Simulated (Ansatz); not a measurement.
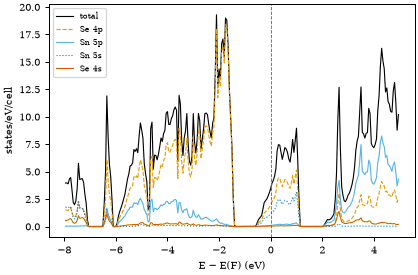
Fig. 1. Total and projected density of states of Sn4HSe8 in space group P3m1 (No. 156; Pearson symbol hP13), r²SCAN+D4 in the plane-wave PAW code Ansatz

**Question.** Which orbitals carry the states next to the Fermi level?

**Answer.** Within 0.5 eV of the Fermi level: Se 4p 58 %, Sn 5s 33 %. Projections are on Löwdin-orthogonalised atomic valence shells; empty p or d shells of many metals are not among them.

**Question.** Where is the tallest occupied peak in this window, and what makes it?

**Answer.** Near -2.1 eV, about 19 states/eV per cell; the largest projected share is Se 4p.

The start of the workflow was typed in or built on a structure type; neither database checked (COD, Materials Project) lists it. Its standing as an ambient phase is unchecked. The cell was relaxed with r²SCAN+D4 under the symmetry of its start; its stability against distortions is not shown here. With an odd number of electrons in the cell and no spin polarisation, the count alone makes it a metal. Scalar-relativistic: spin–orbit coupling is off unless named, which matters more the heavier the elements.

Potentials: the earlier of the program's two PAW sets.
